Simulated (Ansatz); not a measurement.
# Li+ + HH (LiH2+): an exchange reaction of three atoms

A grid of calculations on Li+ + HH (the system Li + H₂), charge +1, to see where the energy is lowest and how it rises around there.

Method: RKS BHLYP-D4/aug-cc-pVTZ; program: Ansatz 0.2.0.

### Step 1. Reference: Li+ by itself, as typed

Contents of input.yaml:

```yaml
crystal:
  periodic: [false, false, false]
  atoms:
    - { symbol: Li, position_ang: [0.0, 0.0, 0.0] }
total_charge: 1
basis:
  gaussian: { orbitals: aug-cc-pVTZ }
hamiltonian:
  xc: { name: BHLYP }
```

Run with:

```
$ ansatz run input.yaml --threads 1 --pin off --max-ram 2560MiB --backend cpu --events-out ev --progress --plain --runs-dir out
```

Standard output:

```text
Warning: RAYON_NUM_THREADS=1 ignored (pool sized by the plan → 1); use --threads N
Engine: ansatz 0.2.0, x86_64-unknown-linux-gnu
Functional definition: BHLYP
  parameter a = 0.5
  exchange = (1 - a)*b88_x + a*exact_x
  correlation = lyp_c
154 factors; their error is unknown
mean field evaluation 1: about -198.1408 eV, gradient 8.0e-2 eV
mean field evaluation 2: about -198.1239 eV, gradient 1.2e-1 eV
mean field evaluation 4: about -198.1240 eV, gradient 4.2e-4 eV
mean field -198.12395995 eV, -7.2809212349 hartree, gradient 4.3e-5 eV, S^2 0.000000; 0 other end points of the search recorded, 0 dependent functions left out
reference -198.12399077 eV, -7.2809223675 hartree; 1, 1 occupied and 45, 45 virtual orbitals, 154 factors
Total energy: -198.12399077 eV, -7.2809223675 hartree
```

Wall time 0.15 s (1 thread of Intel Xeon 6975P-C (Granite Rapids), shared host); peak memory 0.076 GiB.

### Step 2. Reference run: H₂, relaxed

Contents of input.yaml:

```yaml
crystal:
  periodic: [false, false, false]
  atoms:
    - { symbol: H, position_ang: [0.0, 0.0, 0.0] }
    - { symbol: H, position_ang: [0.74, 0.0, 0.0] }
basis:
  gaussian: { orbitals: aug-cc-pVTZ }
hamiltonian:
  xc: { name: BHLYP }
  dispersion: d4
output:
  forces: true
relax:
  f_tol: 0.003
  max_steps: 120
```

Run with:

```
$ ansatz run input.yaml --threads 1 --pin off --max-ram 2560MiB --backend cpu --events-out ev --progress --plain --runs-dir out
```

Standard output, shortened:

```text
Warning: RAYON_NUM_THREADS=1 ignored (pool sized by the plan → 1); use --threads N
[...]
[... 1 set-up line as earlier in the session ...]
[...]
128 factors; their error is unknown
[...]
mean field -31.84033745 eV, -1.1701108193 hartree, gradient 2.6e-5 eV, S^2 0.000000; 0 other end points of the search recorded, 0 dependent functions left out
[...]
reference -31.84042806 eV, -1.1701141490 hartree; 1, 1 occupied and 45, 45 virtual orbitals, 128 factors
relax step   1: F+E_penalty+E_count = -31.84207907 eV  Δ(F+E_penalty+E_count) = +0.000e0 eV  max|allowed force component| = 1.109e-1 eV/Å  Δτ_max = 0.0000 Å  (21 SCF iters, accepted)
[...]
relax step   2: F+E_penalty+E_count = -31.84224378 eV  Δ(F+E_penalty+E_count) = -1.647e-4 eV  max|allowed force component| = 2.604e-3 eV/Å  Δτ_max = 0.0014 Å  (23 SCF iters, accepted)
128 factors; their error is unknown
[...]
mean field -31.84050295 eV, -1.1701169010 hartree, gradient 1.8e-5 eV, S^2 0.000000; 1 other end points of the search recorded, 0 dependent functions left out
[...]
reference -31.84059335 eV, -1.1701202234 hartree; 1, 1 occupied and 45, 45 virtual orbitals, 128 factors
Total energy: -31.84233419 eV, -1.1701841978 hartree
Atom 0 at     0.001447    -0.000000    -0.000000 Å, force     0.002605     0.000000     0.000000 eV/Å
Atom 1 at     0.738553     0.000000     0.000000 Å, force    -0.002605    -0.000000    -0.000000 eV/Å
Dipole moment:    -0.000000    -0.000000     0.000000 e Å
```

Wall time 0.28 s (1 thread of Intel Xeon 6975P-C (Granite Rapids), shared host); peak memory 0.081 GiB.

Relaxation path:

```tsv
step	energy from step 1 (eV)	largest force component (eV/Å)
1	0.0000	0.1109
2	-0.0002	0.0026
```

The bond:

```tsv
bond	before (Å)	after (Å)	change (Å)
H1–H2	0.740	0.737	-0.003
```

### Step 3. Plan of the scan

The axes are (1) distance Li1–H2: 17 values from 1.272 to 3.272 Å; (2) distance H2–H3: 17 values from 0.592 to 2.592 Å.

Nothing else is relaxed (the angle Li1–H2–H3 is fixed at 160 degrees). Energies count from Li with charge +1 far from the relaxed H2 (each part in its own basis).

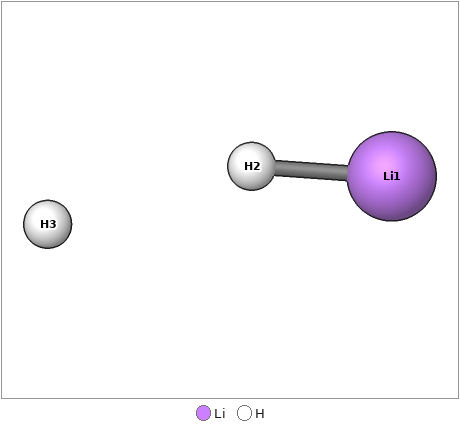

The geometry at distance Li1–H2 = 1.713 Å, distance H2–H3 = 2.592 Å.

Below, 3 of the grid's runs; all are launched alike.

### Step 4. The run at distance Li1–H2 = 2.084 Å, distance H2–H3 = 0.726 Å

Contents of input.yaml:

```yaml
crystal:
  periodic: [false, false, false]
  atoms:
    - { symbol: Li, position_ang: [-2.084, 0.0, 0.0] }
    - { symbol: H, position_ang: [0.0, 0.0, 0.0] }
    - { symbol: H, position_ang: [0.682217, 0.248307, 0.0] }
total_charge: 1
basis:
  gaussian: { orbitals: aug-cc-pVTZ }
hamiltonian:
  xc: { name: BHLYP }
  dispersion: d4
output:
  forces: true
```

Run with:

```
$ ansatz run input.yaml --threads 1 --pin off --max-ram 2560MiB --backend cpu --events-out ev --progress --plain --runs-dir out
```

Standard output, shortened:

```text
Warning: RAYON_NUM_THREADS=1 ignored (pool sized by the plan → 1); use --threads N
[...]
[... 1 set-up line as earlier in the session ...]
[...]
282 factors; their error is unknown
[...]
mean field -230.06080646 eV, -8.4545786964 hartree, gradient 7.5e-6 eV, S^2 0.000000; 0 other end points of the search recorded, 0 dependent functions left out
[...]
reference -230.06090027 eV, -8.4545821440 hartree; 2, 2 occupied and 90, 90 virtual orbitals, 282 factors
Total energy: -230.08285525 eV, -8.4553889745 hartree
Atom 0 at    -2.084000     0.000000     0.000000 Å, force     0.010090     0.034963    -0.000000 eV/Å
Atom 1 at     0.000000     0.000000     0.000000 Å, force    -0.431964    -0.295314     0.000000 eV/Å
Atom 2 at     0.682217     0.248307     0.000000 Å, force     0.421874     0.260351    -0.000000 eV/Å
Dipole moment:    -0.802399    -0.029502     0.000000 e Å
```

It took 0.51 s on 1 thread of Intel Xeon 6975P-C (Granite Rapids), shared host; peak memory 0.11 GiB.

On the map this point reads −2.7 kcal/mol.

### Step 5. Point distance Li1–H2 = 1.713 Å, distance H2–H3 = 2.592 Å

Contents of input.yaml:

```yaml
crystal:
  periodic: [false, false, false]
  atoms:
    - { symbol: Li, position_ang: [-1.713, 0.0, 0.0] }
    - { symbol: H, position_ang: [0.0, 0.0, 0.0] }
    - { symbol: H, position_ang: [2.435683, 0.886516, 0.0] }
total_charge: 1
basis:
  gaussian: { orbitals: aug-cc-pVTZ }
hamiltonian:
  xc: { name: BHLYP }
  dispersion: d4
output:
  forces: true
```

Run with:

```
$ ansatz run input.yaml --threads 1 --pin off --max-ram 2560MiB --backend cpu --events-out ev --progress --plain --runs-dir out
```

Standard output, shortened:

```text
Warning: RAYON_NUM_THREADS=1 ignored (pool sized by the plan → 1); use --threads N
[...]
[... 1 set-up line as earlier in the session ...]
[...]
282 factors; their error is unknown
[...]
mean field -223.78062964 eV, -8.2237864553 hartree, gradient 4.1e-6 eV, S^2 0.000000; 0 other end points of the search recorded, 0 dependent functions left out
[...]
reference -223.78078105 eV, -8.2237920195 hartree; 2, 2 occupied and 90, 90 virtual orbitals, 282 factors
Total energy: -223.78669713 eV, -8.2240094314 hartree
Atom 0 at    -1.713000     0.000000     0.000000 Å, force    -0.467876     0.007148     0.000000 eV/Å
Atom 1 at     0.000000     0.000000     0.000000 Å, force     1.905222     0.510975    -0.000000 eV/Å
Atom 2 at     2.435683     0.886516     0.000000 Å, force    -1.437346    -0.518124    -0.000000 eV/Å
Dipole moment:    -0.106204     0.126942    -0.000000 e Å
```

Wall time 0.51 s (1 thread of Intel Xeon 6975P-C (Granite Rapids), shared host); peak memory 0.1 GiB.

That is 143 kcal/mol from the zero.

### Step 6. Point distance Li1–H2 = 1.406 Å, distance H2–H3 = 1.151 Å

Contents of input.yaml:

```yaml
crystal:
  periodic: [false, false, false]
  atoms:
    - { symbol: Li, position_ang: [-1.406, 0.0, 0.0] }
    - { symbol: H, position_ang: [0.0, 0.0, 0.0] }
    - { symbol: H, position_ang: [1.081586, 0.393665, 0.0] }
total_charge: 1
basis:
  gaussian: { orbitals: aug-cc-pVTZ }
hamiltonian:
  xc: { name: BHLYP }
  dispersion: d4
output:
  forces: true
```

Run with:

```
$ ansatz run input.yaml --threads 1 --pin off --max-ram 2560MiB --backend cpu --events-out ev --progress --plain --runs-dir out
```

Standard output, shortened:

```text
Warning: RAYON_NUM_THREADS=1 ignored (pool sized by the plan → 1); use --threads N
[...]
[... 1 set-up line as earlier in the session ...]
[...]
282 factors; their error is unknown
[...]
mean field -228.14102418 eV, -8.3840279991 hartree, gradient 1.4e-5 eV, S^2 0.000000; 0 other end points of the search recorded, 0 dependent functions left out
[...]
reference -228.14112942 eV, -8.3840318667 hartree; 2, 2 occupied and 90, 90 virtual orbitals, 282 factors
Total energy: -228.15052176 eV, -8.3843770287 hartree
Atom 0 at    -1.406000     0.000000     0.000000 Å, force    -2.210562     0.064283    -0.000000 eV/Å
Atom 1 at     0.000000     0.000000     0.000000 Å, force     7.074933     1.622638     0.000000 eV/Å
Atom 2 at     1.081586     0.393665     0.000000 Å, force    -4.864371    -1.686922    -0.000000 eV/Å
Dipole moment:    -0.409018     0.003159     0.000000 e Å
```

Wall time 0.52 s (1 thread of Intel Xeon 6975P-C (Granite Rapids), shared host); peak memory 0.11 GiB.

That is 42 kcal/mol from the zero.

### Step 7. Energy over the grid

289 points were computed. Energies in kcal/mol, from Li with charge +1 far from the relaxed H2 (each part in its own basis); the table lists every other line.

```
distance H2–H3 (Å) ↓, distance Li1–H2 (Å) →  1.272  1.406  1.602  1.831  2.084  2.358  2.648  2.953  3.272
                                      2.592    162    152    144    142    142    144    146    148    150
                                      2.273    149    138    131    128    128    130    132    134    135
                                      1.968    131    121    113    110    110    111    113    115    116
                                      1.678    108     98     91     88     87     88     90     91     92
                                      1.404     81     71     64     61     60     61     62     63     64
                                      1.151     51     42     35     33     32     32     33     34     35
                                      0.922     25     16     10      8      7      7      8      9      9
                                      0.726     13      5      0     −2     −3     −2     −2     −1     −1
                                      0.592     25     17     12     10     10     11     11     12     12
```

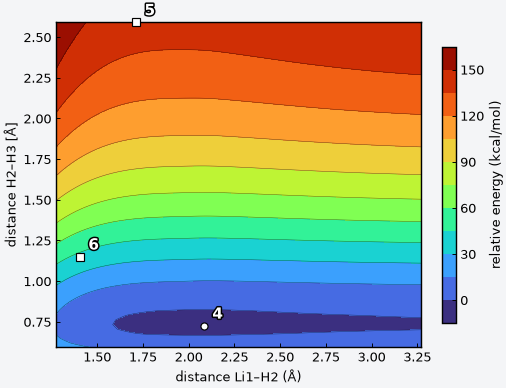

The map; numbers mark the steps of this session that print a point's run. In the figure: filled contours. Between grid points the surface is interpolated.

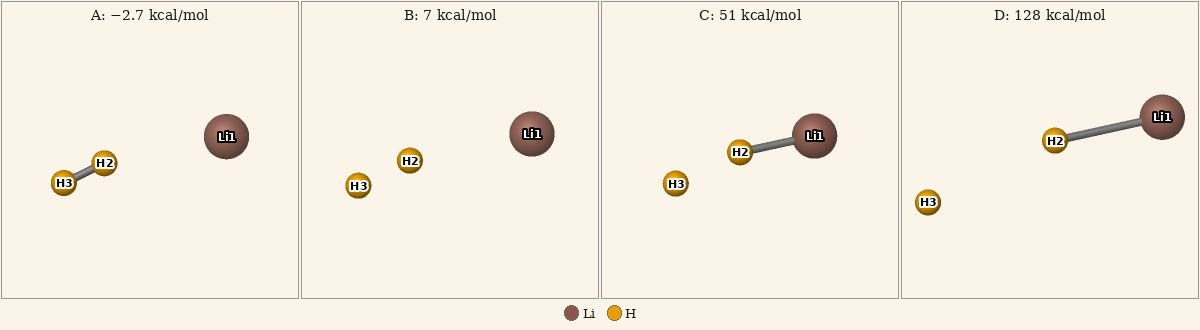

Structures on the grid, at one scale: A at distance Li1–H2 = 2.084 Å, distance H2–H3 = 0.726 Å; B at distance Li1–H2 = 2.084 Å, distance H2–H3 = 0.922 Å; C at distance Li1–H2 = 1.272 Å, distance H2–H3 = 1.151 Å; D at distance Li1–H2 = 1.831 Å, distance H2–H3 = 2.273 Å.

On the same grid, largest force on an atom (eV/Å):

```
distance H2–H3 (Å) ↓, distance Li1–H2 (Å) →  1.272  1.406  1.602  1.831  2.084  2.358  2.648  2.953  3.272
                                      2.592    5.8    4.0    2.5    1.7    1.6    1.6    1.7    1.7    1.7
                                      2.273    6.4    4.6    3.1    2.3    2.2    2.2    2.3    2.3    2.4
                                      1.968    7.1    5.3    3.9    3.1    3.0    3.0    3.1    3.1    3.1
                                      1.678    7.9    6.2    4.7    4.0    3.8    3.9    3.9    4.0    4.0
                                      1.404    8.7    6.9    5.6    4.8    4.7    4.7    4.7    4.8    4.8
                                      1.151    8.9    7.3    5.9    5.2    5.1    5.1    5.1    5.1    5.2
                                      0.922    7.8    6.1    4.8    4.2    3.9    4.0    4.0    4.0    4.0
                                      0.726    3.5    1.9    0.7    0.5    0.5    0.6    0.6    0.5    0.5
                                      0.592    8.7    8.8    8.9    9.0    9.1    9.2    9.2    9.1    9.1
```

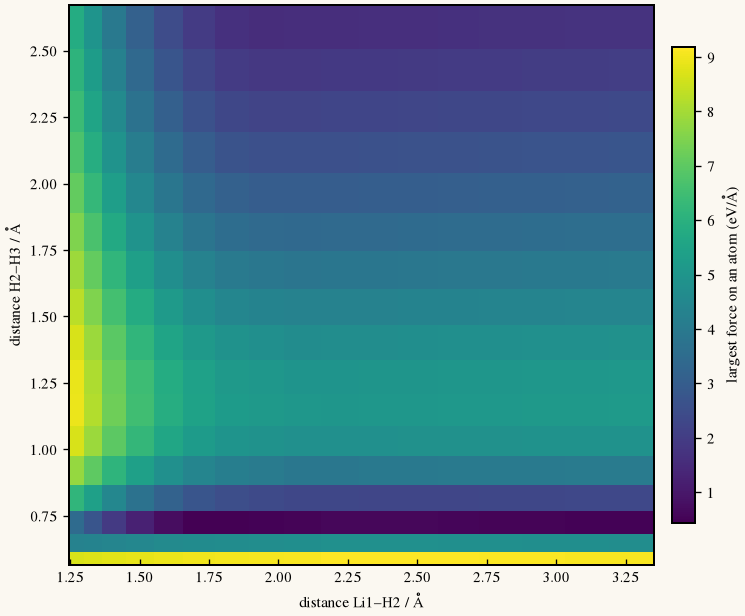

The largest force on an atom over the grid. In the figure: one coloured cell a grid point.

### Step 8. Results

```
                       quantity                                                                                                                                              value
                   lowest point                                                                                 distance Li1–H2 = 2.084 Å, distance H2–H3 = 0.726 Å, −2.7 kcal/mol
         highest computed point                                                                 distance Li1–H2 = 1.272 Å, distance H2–H3 = 2.592 Å, 165 kcal/mol above the lowest
largest force on an atom (eV/Å)  0.4 at distance Li1–H2 = 1.713 Å, distance H2–H3 = 0.726 Å to 9.2 at distance Li1–H2 = 2.358 Å, distance H2–H3 = 0.592 Å; 0.5 at the lowest point
        time for the whole task                                                                                                                   2.4 min on 1 thread, shared host
```

The lowest computed point is at distance Li1–H2 = 2.084 Å, distance H2–H3 = 0.726 Å, −2.7 kcal/mol from Li with charge +1 far from the relaxed H2 (each part in its own basis). The highest computed point, distance Li1–H2 = 1.272 Å, distance H2–H3 = 2.592 Å, lies 165 kcal/mol above the lowest. The reference is spin-restricted, so regions with a bond pulled apart lie too high.
